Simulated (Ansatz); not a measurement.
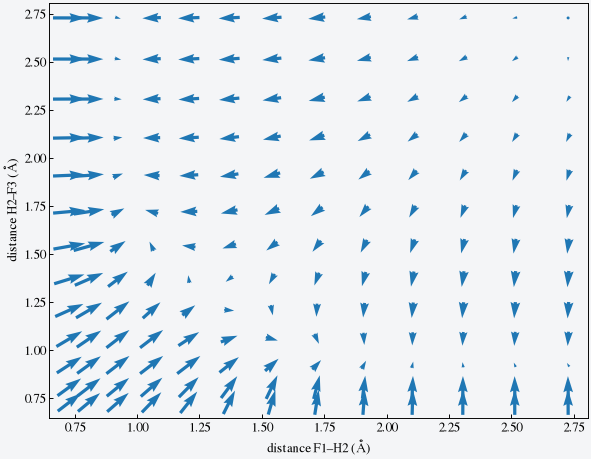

The system F⁻ + HF. The first coordinate is: distance F1–H2; the second: distance H2–F3. Nothing is relaxed (the angle F1–H2–F3 is fixed at 100 degrees). The grid has 13 × 13 points; 91 points were computed and 78 follow by symmetry. Points are written as (first, second). The restricted reference is unstable at some or all points, so the energies there are unreliable. Method: Ansatz 0.2.0, RHF-CCSD(T), frozen core/def2-TZVPD.

Drawn: arrows along the force (downhill), their lengths compressed.

The arrows alone are given. Where are the wells?

Answer. The arrows converge at about (0.936 Å, 2.208 Å); about (2.22 Å, 0.93 Å) (read from the interpolated surface).

The energy map of the same scan:

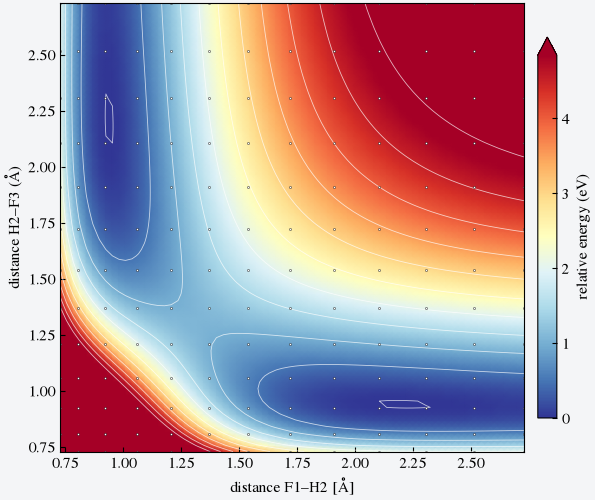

Energies are in eV, from the lowest grid point; between grid points the surface is interpolated.
